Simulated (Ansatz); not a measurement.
## Run report: SiH5F, single-point calculation

- system: SiH5F
- method: RKS PBE0-D4/def2-TZVPPD (Ansatz 0.2.0)

The geometry is a complex of two molecules. The geometry comes from this level: PBE0-D4/def2-TZVP.

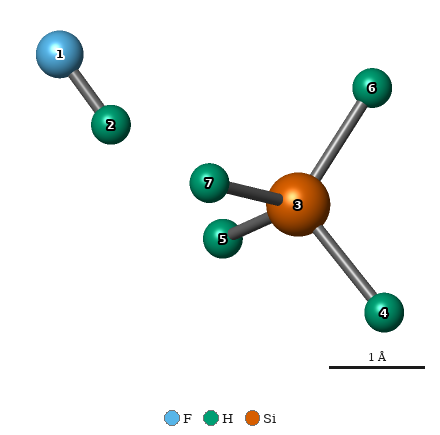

The structure (ball-and-stick view, seen at a tilt; atoms are numbered from 1 in the order of the input).

## The input
```yaml
crystal:
  periodic: [false, false, false]
  atoms:
    - {symbol: F, position_ang: [-0.203370, 0.031037, -2.625704]}
    - {symbol: H, position_ang: [-0.600911, 0.094569, -1.792552]}
    - {symbol: Si, position_ang: [0.179209, -0.028089, 0.893047]}
    - {symbol: H, position_ang: [-0.362629, 0.057853, 2.270226]}
    - {symbol: H, position_ang: [-0.965155, 0.156423, -0.050709]}
    - {symbol: H, position_ang: [0.783244, -1.359278, 0.651830]}
    - {symbol: H, position_ang: [1.169612, 1.047486, 0.653665]}
basis:
  gaussian: {orbitals: "def2-TZVPPD.json"}
hamiltonian: {xc: pbe0, dispersion: d4}
output: {orbitals: {seedname: orbitals}}
```

Command:
```bash
ansatz run in.yaml --threads 2 --pin off --events-out ev --progress --plain --max-ram 5222MiB
```

## What the program printed
```
Functional definition: PBE0
  name "PBE0"
  cite "Adamo & Barone, J. Chem. Phys. 110, 6158 (1999) doi:10.1063/1.478522"
  cite "Perdew, Burke & Ernzerhof, Phys. Rev. Lett. 77, 3865 (1996) doi:10.1103/PhysRevLett.77.3865"
  parent pbe
  parameter a = 0.25
  parameter kappa = 0.804
  parameter beta = 0.06672455060314922
  exchange = (1 - a)*pbe_x(kappa = kappa, mu = beta*pi^2/3) + a*exact_x
  correlation = pbe_c(beta = beta)
814 factors; their error is unknown
mean field evaluation 1: about -10669.5345 eV, gradient 3.2e1 eV
mean field evaluation 2: about -10668.0082 eV, gradient 4.8e1 eV
mean field evaluation 4: about -10671.0558 eV, gradient 6.8e-1 eV
mean field evaluation 8: about -10671.0813 eV, gradient 4.8e-3 eV
mean field -10671.08128706 eV, -392.1550041809 hartree, gradient 1.3e-5 eV, S^2 0.000000; 0 other end points of the search recorded, 0 dependent functions left out
reference -10671.08132498 eV, -392.1550055745 hartree; 14, 14 occupied and 159, 159 virtual orbitals, 814 factors
Total energy: -10671.13241693 eV, -392.1568831690 hartree
```

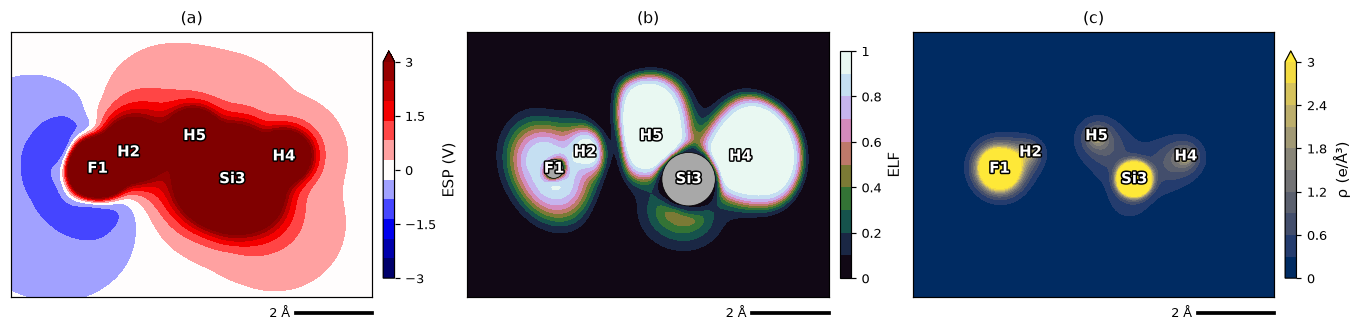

(a) molecular electrostatic potential; (b) ELF; (c) total electron density on the plane of atoms H4, Si3 and H5. Grey discs, where drawn, cover atomic cores. The section cuts through F, H and Si sites. H2···H5 (1.78 Å): ρ is about 0.13 e/Å³ halfway; the ELF is only about 0.10 between them (a non-bonded, intermolecular contact). F–H (0.93 Å): ρ is about 4.7 e/Å³ halfway, with its minimum of 2.5 e/Å³ about 0.8 Å from F; the ELF climbs to about 1 towards the hydrogen, as it does in any bond to H; a covalent bond by its length.

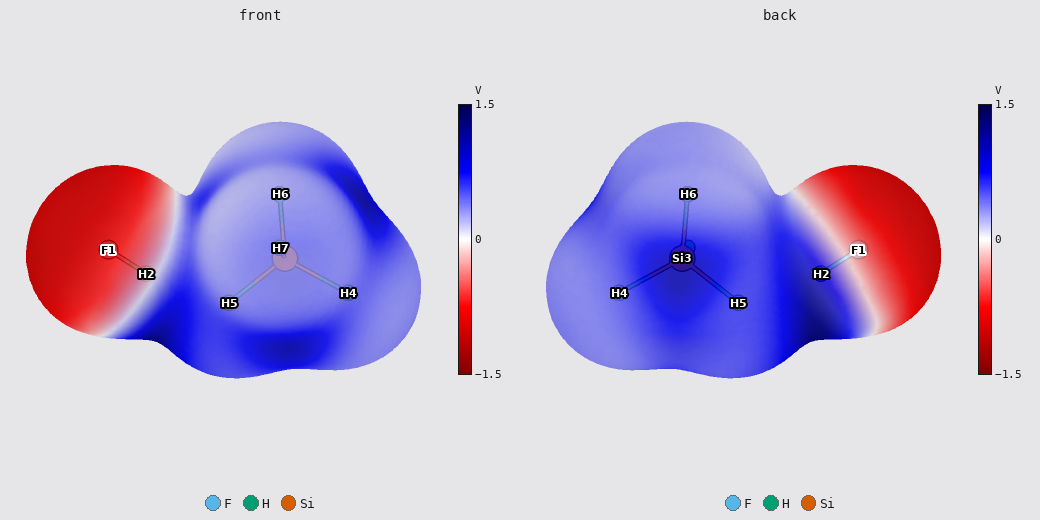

The molecular electrostatic potential painted on the density surface at 0.001 e/bohr³, seen at a tilt and from behind; red is negative and blue positive.

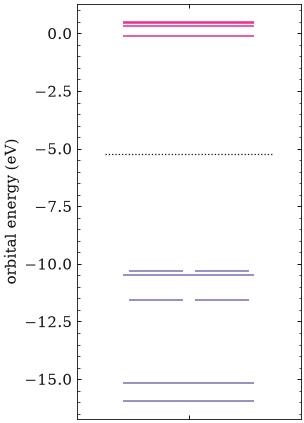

Orbital energies near the frontier; the dotted line parts filled from empty levels, and levels within 0.02 eV of each other stand side by side. Highest filled −10.31 eV, lowest empty −0.14 eV, 10.17 eV apart.

## Summary

| quantity | value |
| --- | --- |
| outcome | converged |
| total energy | −10671.1324 eV |
| mean-field energy | −10671.0813 eV |
| dispersion energy | −0.0511 eV |
| SCF solution under orbital rotations | stable |
| HOMO | −10.31 eV |
| LUMO | −0.14 eV |
| hardware | 2 threads of Arm Neoverse V2, 23 GiB of memory available, shared host |
| wall time | 1.3 s (CPU time 2.4 s) |
| peak memory | 0.26 GiB |
